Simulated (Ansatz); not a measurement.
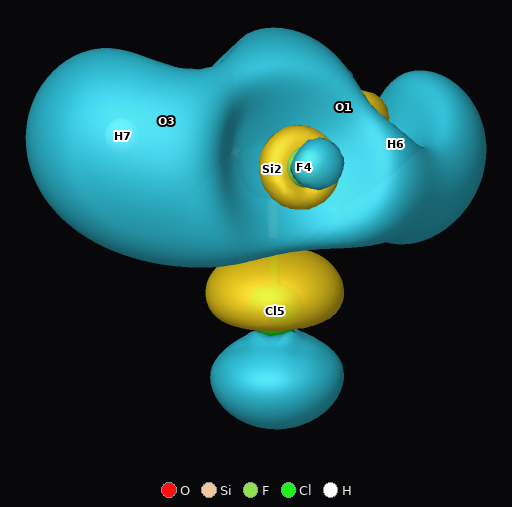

ClFH2O2Si. One frontier orbital at ±0.08 Å⁻³ᐟ² (yellow and cyan are the two phases), seen at a tilt.

Level of theory: RKS PBE/6-31G* in Ansatz.

```json
{"atom": "O", "x (Å)": "-0.6742", "y (Å)": "-0.1740", "z (Å)": "1.4016"}
{"atom": "Si", "x (Å)": "0.0738", "y (Å)": "0.1319", "z (Å)": "-0.0289"}
{"atom": "O", "x (Å)": "0.7786", "y (Å)": "-1.2790", "z (Å)": "-0.4942"}
{"atom": "F", "x (Å)": "1.1919", "y (Å)": "1.2881", "z (Å)": "0.0991"}
{"atom": "Cl", "x (Å)": "-1.2983", "y (Å)": "0.8353", "z (Å)": "-1.4105"}
{"atom": "H", "x (Å)": "-1.5036", "y (Å)": "0.3203", "z (Å)": "1.5400"}
{"atom": "H", "x (Å)": "1.4930", "y (Å)": "-1.1906", "z (Å)": "-1.1526"}
```

Which orbital is it: HOMO or LUMO?

Answer. The LUMO, at −0.57 eV. Its weight (Hirshfeld) is mainly on Si2 (about 30 %), Cl5 (about 15 %), O3 (about 15 %), H7 (about 10 %), O1 (about 10 %) and H6 (about 10 %).
